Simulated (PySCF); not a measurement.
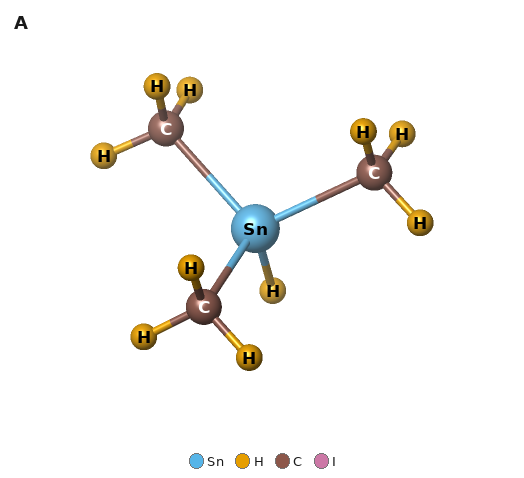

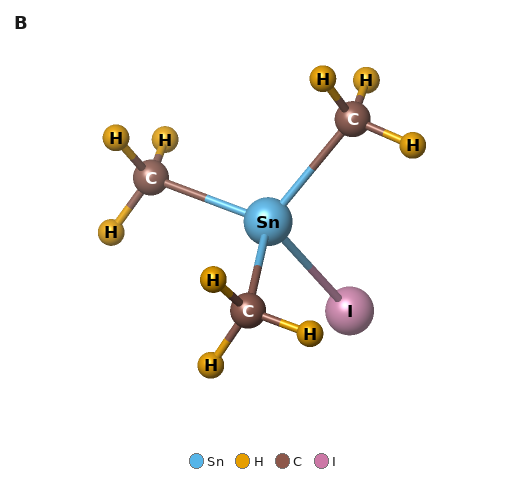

Two related species, optimised with PBE0-D3(BJ)/def2-SVP; properties computed with PySCF 2.14.0. Both: charge 0, singlet.

Question: What are A and B?

Answer: A is SnHMe3, B is SnIMe3.

Compare them. With B3LYP/def2-SVPD, core potentials on Sn: dipole moment (D), HOMO–LUMO gap (eV), HOMO energy (Kohn–Sham orbital) (eV), lowest vertical singlet excitation (eV), mean static polarisability (bohr³). With PBE0-D3(BJ)/def2-SVP: mean Sn–C length (Å).

| quantity | A | B |
| --- | --- | --- |
| dipole moment (D) | 0.57 | 3.29 |
| HOMO–LUMO gap (eV) | 7.72 | 5.94 |
| HOMO energy (Kohn–Sham orbital) (eV) | −7.65 | −6.84 |
| lowest vertical singlet excitation (eV) | 6.87 | 4.96 |
| mean static polarisability (bohr³) | 81.7 | 118.2 |
| mean Sn–C length (Å) | 2.155 | 2.147 |

Each is one conformer, and no frequency run is at hand to confirm it as a minimum.
